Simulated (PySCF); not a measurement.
SMILES C[Si](C)(C)[Mg][I] at its GFN2-xTB optimised geometry (Å):

```
15

Mg     0.7916     0.1127     0.0000
I      3.4389     0.1127     0.0000
Si    -1.6697     0.0862    -0.0072
C     -2.3112    -1.6235    -0.5771
C     -2.3511     1.4188    -1.1985
C     -2.3484     0.4362     1.7468
H     -3.3984    -1.6623    -0.5891
H     -1.9643    -1.8583    -1.5819
H     -1.9628    -2.4145     0.0847
H     -2.0048     1.2500    -2.2166
H     -2.0269     2.4145    -0.9011
H     -3.4389     1.4216    -1.2192
H     -2.0224     1.4103     2.1071
H     -2.0023    -0.3111     2.4586
H     -3.4362     0.4275     1.7664
```

Calculation: CAM-B3LYP/def2-TZVP, def2 effective core potentials past Kr in PySCF 2.14.0. The core electrons that the potentials of I replace are not part of the density. Cells within 0.4 Å of a nucleus heavier than hydrogen are left out (blank, or x).

Map of the electrostatic potential (hartree/e), clipped to [-0.08, 0.12] on the plane z = 0.0 Å:

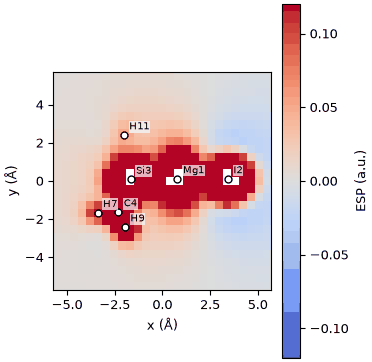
*Electrostatic potential (hartree/e), clipped to [-0.08, 0.12] on the plane z = 0.0 Å.*
